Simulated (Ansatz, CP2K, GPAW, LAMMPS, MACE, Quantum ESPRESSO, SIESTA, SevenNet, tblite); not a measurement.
## Ionic liquid ethylpyridinium dicyanamide with Li salt at 400 K (98 atoms): runs against a plane-wave reference

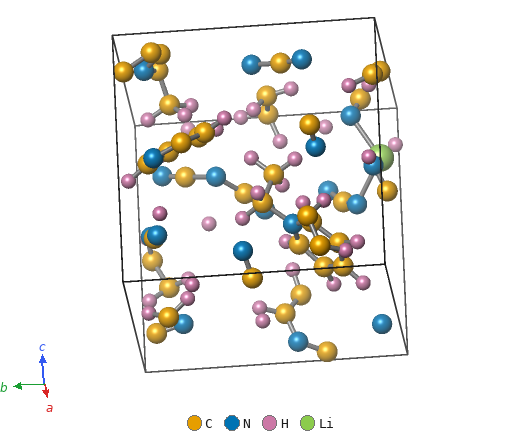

The cell (carbon orange, nitrogen blue, hydrogen pink, lithium green). Bonds to atoms that aren't drawn are left out. Some periodic images of atoms are drawn too.

Density of this cell: 1.10 g/cm³. The cell holds 98 atoms: 38 C, 19 N, 40 H and 1 Li. Cell: a = 10.520 Å, b = 10.520 Å, c = 10.520 Å, α = 90.0°, β = 90.0°, γ = 90.0°. 4 ethylpyridinium, 5 dicyanamide, 1 Li+ placed at random, at 1.1 g/cm³; overlaps pushed apart, then 10 ps at 700 K with Joung-Cheatham ions (J. Phys. Chem. B 112, 9020 (2008)); MMFF94 bonds, angles, torsions, charges and radii (Halgren, J. Comput. Chem. 17, 490 (1996)) in harmonic and 12-6 forms; charges of ions scaled by 0.8. Snapshot after 30 ps at 400 K and fixed volume.

Geometry: as built.

The reference, a calculation:

- method: Kohn-Sham DFT, PBE, SSSP efficiency 1.3.0 pseudopotentials, plane waves (Quantum ESPRESSO 7.5); sssp-pbe-1.3.0-efficiency, cutoffs 60/480 Ry, Γ point
- r.m.s. force component: 1.72 eV/Å
- longest force: 9.914 eV/Å
- pressure: 0.728 GPa
- gap (highest filled to lowest empty level): 1.791 eV
- time: 2.5 min on 2 MPI ranks of Arm Neoverse V2, shared host
- CPU time: 5.1 min

Runs, in no order:
A. QE PBE+D3(BJ), sssp-1.3.0-efficiency, 60/480 Ry: Kohn-Sham DFT, PBE+D3(BJ), SSSP efficiency 1.3.0 pseudopotentials, plane waves
B. SIESTA PBE, TZP, shift 0.01 Ry, mesh 500 Ry: Kohn-Sham DFT, PBE, PseudoDojo 0.4.1 norm-conserving pseudopotentials (converted to PSML), numerical atomic orbitals (TZP), diagonalisation
C. CP2K PBE, DZVP-MOLOPT-SR, 210/50 Ry, diagonalisation: Kohn-Sham DFT, PBE, GTH-PBE pseudopotentials, Gaussian and plane waves, DZVP-MOLOPT-SR-GTH, diagonalisation
D. tblite GFN1-xTB: GFN1-xTB tight binding, diagonalisation
E. SevenNet 0 potential: machine-learned interatomic potential SevenNet 0, trained on PBE(+U) plane-wave data

**Question.** Rank the runs by how far their forces lie from the reference's, least first.

A, C, E, D, B.

| run | Δ force, r.m.s. (meV/Å) | share of r.m.s. force (%) | CPU time |
| --- | --- | --- | --- |
| A. QE PBE+D3(BJ), sssp-1.3.0-efficiency, 60/480 Ry | 12.3 | 0.716 | 5.1 min |
| C. CP2K PBE, DZVP-MOLOPT-SR, 210/50 Ry, diagonalisation | 144 | 8.39 | 3.3 min |
| E. SevenNet 0 potential | 202 | 11.7 | 7.7 s |
| D. tblite GFN1-xTB | 498 | 29.0 | 3.1 s |
| B. SIESTA PBE, TZP, shift 0.01 Ry, mesh 500 Ry | 788 | 45.8 | 5 min |

Periodic xTB results under one method name differ between programs and library versions. Machine-learned potentials mimic data converged in k, so the reference's own k-point error enters their differences. The network of contacts between molecules at the start is that of the classical potential that made the cell, and needn't be the one that DFT or experiment would give. The electronic-structure runs sample only Γ, in a cell whose shortest periodic width is 11 Å.

[Hosts, paths, dates, database ids (printed as entryN), source tags and the programs' standing remarks are cut or masked in the printed files.]

[The MMFF94 radii named for the starting cell were scaled by 0.96; in molecules described by MMFF94, hydrogen bound to N, O or S took a small fixed 12-6 site in their place.]
